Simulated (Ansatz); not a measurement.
The compound is MoH6 (space group P4/mmm, No. 123), taken as the input geometry of an electronic-structure calculation (not necessarily at equilibrium); the starting structure was generated, so it need not be a known form of this composition.

```
CELL_PARAMETERS angstrom
3.66682 0.00000 0.00000
0.00000 3.66682 0.00000
0.00000 0.00000 4.41941
ATOMIC_POSITIONS crystal
H 0.50000 0.00000 0.00000
H 0.50000 0.00000 0.50000
H 0.00000 0.50000 0.00000
H 0.00000 0.50000 0.50000
H 0.00000 0.00000 0.40111
H 0.00000 0.00000 0.59889
Mo 0.00000 0.00000 0.00000
```

Describe how the polyhedra about Mo are linked (bonds: H–Mo below 2.1 Å).

Mo: MoH6 octahedron, sharing corners with four neighbours.

They form layers of corner-sharing octahedra parallel to (001).

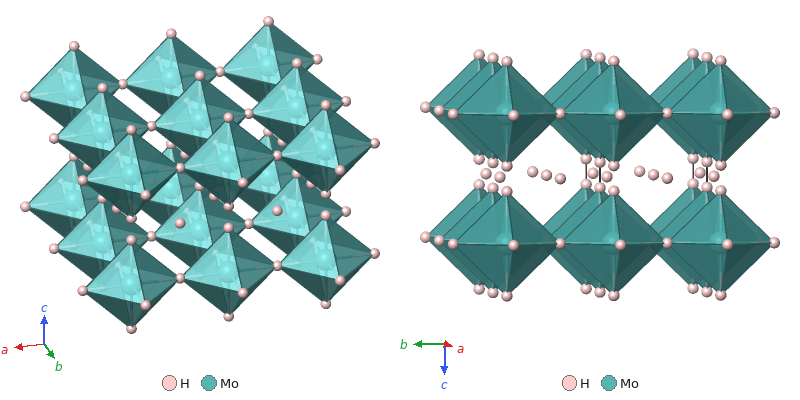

Polyhedra are drawn about Mo (bonds: H–Mo below 2.1 Å); other atoms are plain spheres. Two views of the same piece.
